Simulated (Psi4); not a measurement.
# U-wB97X-V/cc-pVTZ run of [CF2]+ (SMILES F[C+]F)

What is the vertical doublet–quartet gap of [CF2]+ at U-wB97X-V/cc-pVTZ? Input form: a QCSchema input.

The calculation is run with Psi4 1.11.

6 further runs of the same task are left out: 4 that didn't finish, 2 set aside as unsound or not needed.

## Step 1: Starting point

The species is [CF2]+ (3 atoms), meant as a doublet with charge +1. SMILES: `F[C+]F`. The shape is that of a PBE0-D4/def2-TZVP optimisation.

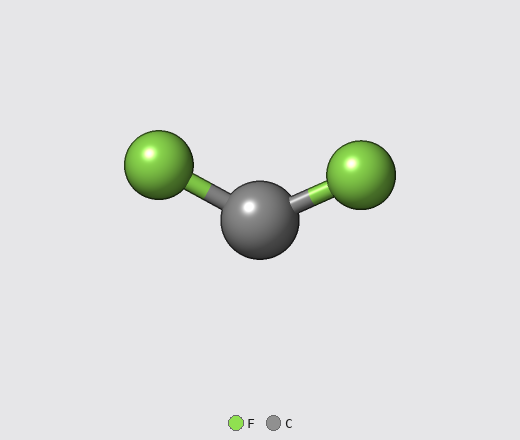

The structure, seen from a chosen angle (fluorine green, carbon grey).

## Step 2: A single-point energy at U-wB97X-V/cc-pVTZ

Input file job.json:

```json
{
 "schema_name": "qcschema_input",
 "schema_version": 1,
 "molecule": {
  "schema_name": "qcschema_molecule",
  "schema_version": 2,
  "symbols": ["F", "C", "F"],
  "geometry": [0.71641407, 1.83866572, 0.5975125, 0.52101639, -0.41830977, 0.24050544, -1.23744936, -1.42035595, -0.83803684],
  "molecular_charge": 1,
  "molecular_multiplicity": 2,
  "fix_symmetry": "c1",
  "fix_com": true,
  "fix_orientation": true
 },
 "driver": "energy",
 "model": {
  "method": "wb97x-v",
  "basis": "cc-pVTZ"
 },
 "keywords": {
  "reference": "uks",
  "puream": true,
  "e_convergence": 1e-09,
  "d_convergence": 1e-08,
  "scf_type": "pk",
  "dft_radial_points": 99,
  "dft_spherical_points": 590,
  "maxiter": 100
 }
}
```

Launch:

```console
psi4 --qcschema job.json -n 1 --memory 2200MB
```

stdout:

```text
[...]
  Running in c1 symmetry.
[...]
  Nuclear repulsion =   67.033256852444921
[...]
  Multiplicity = 2
[...]
  Nalpha       = 12
  Nbeta        = 11
[...]
    Number of basis functions: 90
[...]
   @UKS iter   1:  -237.24822771575035    2.41505e-01   3.85792e-03 ADIIS/DIIS
[...]
   @UKS iter  12:  -237.30189081890606   -9.91918e-12   4.76189e-09 DIIS
[...]
   @S^2 Observed:                7.524242397E-01
[...]
    Orbital Energies [Eh]
    ---------------------
    Alpha Occupied:
       1A    -25.231809     2A    -25.231798     3A    -10.907759
       4A     -1.872655     5A     -1.813075     6A     -1.194468
       7A     -1.117807     8A     -1.069815     9A     -1.061246
      10A     -0.959352    11A     -0.953415    12A     -0.791296
    Alpha Virtual:
      13A     -0.328934    14A     -0.065304    15A     -0.001003
      16A      0.081742    17A      0.083047    18A      0.122915
      19A      0.200347    20A      0.422307    21A      0.430127
      22A      0.436563    23A      0.496324    24A      0.539682
      25A      0.612197    26A      0.636557    27A      0.644534
[...]
  @UKS Final Energy:  -237.30189081890606
   => Energetics <=
    Nuclear Repulsion Energy =             67.0332568524449215
    One-Electron Energy =                -452.5843460569557237
    Two-Electron Energy =                 166.8439262155253289
    DFT Exchange-Correlation Energy =     -18.6923095422491663
    Empirical Dispersion Energy =           0.0000000000000000
    VV10 Nonlocal Energy =                  0.0975817123285809
    Total Energy =                       -237.3018908189060596
[...]
 Multipole Moments:
 ------------------------------------------------------------------------------------
     Multipole            Electronic (a.u.)      Nuclear  (a.u.)        Total (a.u.)
 ------------------------------------------------------------------------------------
 L = 1.  Multiply by 2.5417464519 to convert [e a0] to [Debye]
 Dipole X            :          1.7864450           -1.5632193            0.2232257
 Dipole Y            :         -1.4341589            1.2549293           -0.1792296
 Dipole Z            :          0.8247268           -0.7216864            0.1030403
 Magnitude           :                                                    0.3042537
[...]
```

The result, in JSON:

```text
{
 "driver": "energy",
 "model": {
  "method": "wb97x-v",
  "basis": "cc-pVTZ"
 },
 "success": true,
 "return_result": -237.30189081890606,
 "properties": {
  "calcinfo_nbasis": 90,
  "calcinfo_nmo": 90,
  "calcinfo_nalpha": 12,
  "calcinfo_nbeta": 11,
  "calcinfo_natom": 3,
  "nuclear_repulsion_energy": 67.03325685244492,
  "return_energy": -237.30189081890606,
  "scf_one_electron_energy": -452.5843460569557,
  "scf_two_electron_energy": 166.84392621552533,
  "scf_vv10_energy": 0.09758171232858091,
  "scf_xc_energy": -18.692309542249166,
  "scf_dipole_moment": [0.22322571606280972, -0.17922963444204454, 0.10304033739489715],
  "scf_total_energy": -237.30189081890606,
  "scf_iterations": 12
 }
}
```

Run time: 86 s. Hardware: 1 thread of AMD EPYC (Zen 3), shared host; peak memory 0.8 GiB.

## Step 3: The quartet

Changes to job.json since step 2:

```diff
@@ -9,3 +9,3 @@
   "molecular_charge": 1,
-  "molecular_multiplicity": 2,
+  "molecular_multiplicity": 4,
   "fix_symmetry": "c1",
```

Launch:

```console
psi4 --qcschema job.json -n 1 --memory 2200MB
```

stdout:

```text
[...]
  Running in c1 symmetry.
[...]
  Nuclear repulsion =   67.033256852444921
[...]
  Multiplicity = 4
[...]
  Nalpha       = 13
  Nbeta        = 10
[...]
    Number of basis functions: 90
[...]
   @UKS iter   1:  -236.92955916452087    5.60174e-01   3.67897e-03 DIIS/ADIIS
[...]
   @UKS iter  13:  -236.98463681236396   -4.91696e-12   4.90201e-09 DIIS
[...]
   @S^2 Observed:                3.757938636E+00
[...]
    Orbital Energies [Eh]
    ---------------------
    Alpha Occupied:
       1A    -25.302240     2A    -25.302237     3A    -10.773384
       4A     -1.919131     5A     -1.866521     6A     -1.236093
       7A     -1.154479     8A     -1.129800     9A     -1.101606
      10A     -1.055263    11A     -1.027337    12A     -0.768606
      13A     -0.625086
    Alpha Virtual:
      14A     -0.079373    15A      0.001755    16A      0.096438
      17A      0.107924    18A      0.118024    19A      0.219607
      20A      0.409422    21A      0.440171    22A      0.444202
      23A      0.463256    24A      0.520334    25A      0.607599
[...]
  @UKS Final Energy:  -236.98463681236396
   => Energetics <=
    Nuclear Repulsion Energy =             67.0332568524449215
    One-Electron Energy =                -451.8890271218100452
    Two-Electron Energy =                 166.4735684577025836
    DFT Exchange-Correlation Energy =     -18.6999149418429376
    Empirical Dispersion Energy =           0.0000000000000000
    VV10 Nonlocal Energy =                  0.0974799411414929
    Total Energy =                       -236.9846368123639593
[...]
 Multipole Moments:
 ------------------------------------------------------------------------------------
     Multipole            Electronic (a.u.)      Nuclear  (a.u.)        Total (a.u.)
 ------------------------------------------------------------------------------------
 L = 1.  Multiply by 2.5417464519 to convert [e a0] to [Debye]
 Dipole X            :          1.4954344           -1.5632193           -0.0677849
 Dipole Y            :         -1.2005032            1.2549293            0.0544261
 Dipole Z            :          0.6903935           -0.7216864           -0.0312929
 Magnitude           :                                                    0.0923918
[...]
```

The result, in JSON:

```text
{
 "driver": "energy",
 "model": {
  "method": "wb97x-v",
  "basis": "cc-pVTZ"
 },
 "success": true,
 "return_result": -236.98463681236396,
 "properties": {
  "calcinfo_nbasis": 90,
  "calcinfo_nmo": 90,
  "calcinfo_nalpha": 13,
  "calcinfo_nbeta": 10,
  "calcinfo_natom": 3,
  "nuclear_repulsion_energy": 67.03325685244492,
  "return_energy": -236.98463681236396,
  "scf_one_electron_energy": -451.88902712181005,
  "scf_two_electron_energy": 166.47356845770258,
  "scf_vv10_energy": 0.0974799411414929,
  "scf_xc_energy": -18.699914941842938,
  "scf_dipole_moment": [-0.06778491912334017, 0.054426118556445635, -0.031292892951789275],
  "scf_total_energy": -236.98463681236396,
  "scf_iterations": 13
 }
}
```

Wall time 1.7 min (1 thread of AMD EPYC (Zen 3), shared host); peak memory 0.8 GiB.

## Step 4: Outcome

Level: U-wB97X-V/cc-pVTZ.

| quantity | value |
| --- | --- |
| doublet: total energy | -237.30189 Eh |
| doublet: HOMO energy (highest over α and β) | -21.53 eV |
| doublet: LUMO energy (lowest over α and β) | -10.87 eV |
| doublet: ⟨S²⟩ | 0.752 |
| quartet: total energy | -236.98464 Eh |
| quartet: HOMO energy (highest over α and β) | -17.01 eV |
| quartet: ⟨S²⟩ | 3.758 |
| vertical energy of the quartet above the doublet | 8.633 eV |

In words: At this shape the quartet lies 8.63 eV (833 kJ/mol) above the doublet.
